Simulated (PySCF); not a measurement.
**Run report: SnFOH, frequency calculation**

System: SnFOH.
Method: RKS-based PBE0, Sn def2-TZVP with ECP28, F def2-TZVP, O def2-TZVP, H def2-TZVP; non-relativistic Hamiltonian with a scalar-relativistic core potential; density fitting (PySCF 2.14.0).

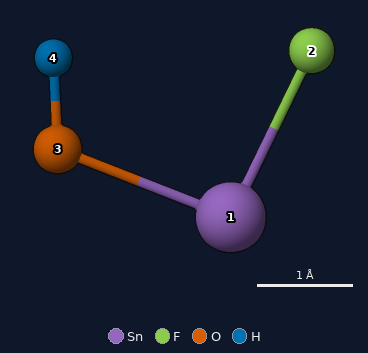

The structure (ball-and-stick view, seen on its broad side; atoms are numbered from 1 in the order of the input). Sticks mark near contacts. Bond lengths as drawn: F–Sn 1.95 Å, H–O 0.96 Å and O–Sn 1.96 Å.

Key numbers:

```json
{"quantity": "outcome", "value": "converged"}
{"quantity": "total energy", "value": "−389.956206 hartree"}
{"quantity": "HOMO", "value": "−8.15 eV"}
{"quantity": "LUMO", "value": "−2.33 eV"}
{"quantity": "zero-point energy", "value": "0.014635 hartree"}
{"quantity": "dipole moment", "value": "1.81 D"}
{"quantity": "wavenumbers, lowest and highest", "value": "185 and 3859 cm⁻¹"}
{"quantity": "hardware", "value": "4 threads of Arm Neoverse V2, 24 GiB of memory available, shared host"}
{"quantity": "wall time", "value": "30 s (CPU time 98 s)"}
{"quantity": "peak memory", "value": "1.3 GiB"}
```

The input:
```python
from pyscf import gto, scf, dft
mol = gto.M(atom='''
Sn     0.034625    -0.111473    -0.291076
F      1.218376     0.388591     1.176204
O     -1.614805     0.329908     0.679020
H     -1.467913     0.660172     1.571489''',
    basis={'Sn': 'def2-TZVP', 'F': 'def2-TZVP', 'O': 'def2-TZVP', 'H': 'def2-TZVP'},
    ecp={'Sn': 'def2-TZVP'},
    charge=0, spin=0)
mf = dft.RKS(mol, xc='PBE0')
mf.grids.atom_grid = (75, 302)
aux = {'Sn': 'def2-universal-JKFIT', 'F': 'def2-universal-JKFIT', 'O': 'def2-universal-JKFIT', 'H': 'def2-universal-JKFIT'}
mf = mf.density_fit(auxbasis=aux)
mf.conv_tol = 1e-09
mf.diis_space = 10
mf.max_cycle = 60
mf.verbose = 4
mf.kernel()
```

The script is an equivalent of the set-up of the self-consistent field. The run itself was carried out by a driver, which started from the orbitals of the step before it where there was one and computed the further properties.

Launched with:
```bash
OMP_NUM_THREADS=4 python axn.py task.json out
```

Log:
```
init E= -389.956206434064
  HOMO = -0.299374761435914  LUMO = -0.0856870929865643  gap/eV = 5.81474
cycle= 1 E= -389.956206434064  delta_E= -1.14e-13  |g|= 1.01e-06  |ddm|= 1.78e-06
  HOMO = -0.299374718851421  LUMO = -0.0856870244267434  gap/eV = 5.81474
Extra cycle  E= -389.956206434065  delta_E= -1.71e-12  |g|= 1.59e-06  |ddm|= 1.86e-06
converged SCF energy = -389.956206434065
```

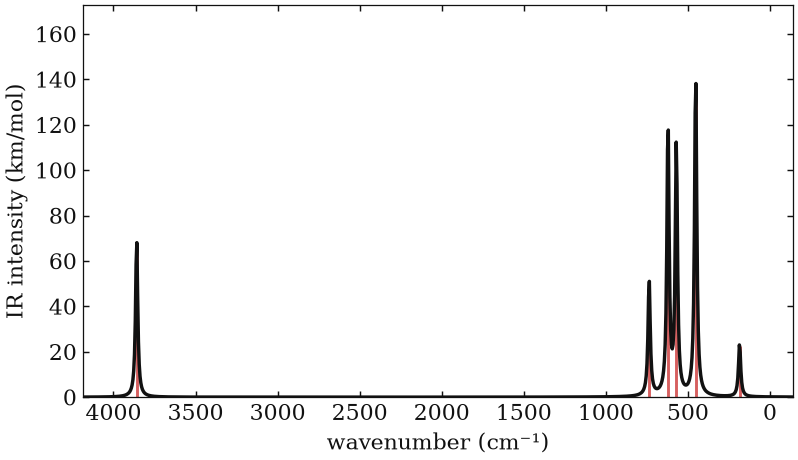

Harmonic infrared spectrum, unscaled: sticks (degenerate modes added up, dark ones marked on the axis) with a Lorentzian envelope of 16 cm⁻¹ full width, scaled to the tallest stick. 6 modes from 185 to 3859 cm⁻¹, none imaginary. The strongest line is at 453 cm⁻¹ (138 km/mol). All modes, in cm⁻¹ (km/mol): 185 (23), 453 (138), 570 (106), 621 (116), 736 (50), 3859 (67).

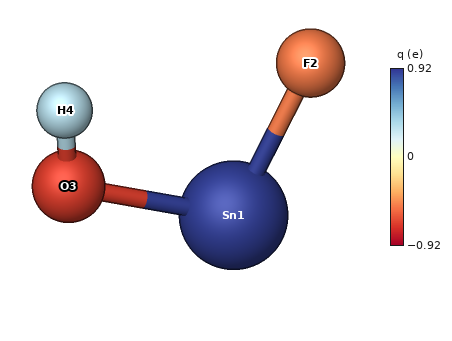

Mulliken charges, as the colour of each atom (ball-and-stick view, seen at a tilt; atoms are numbered from 1 in the order of the input). By element: Sn +0.88, F −0.51, O −0.69 and H +0.32 e.
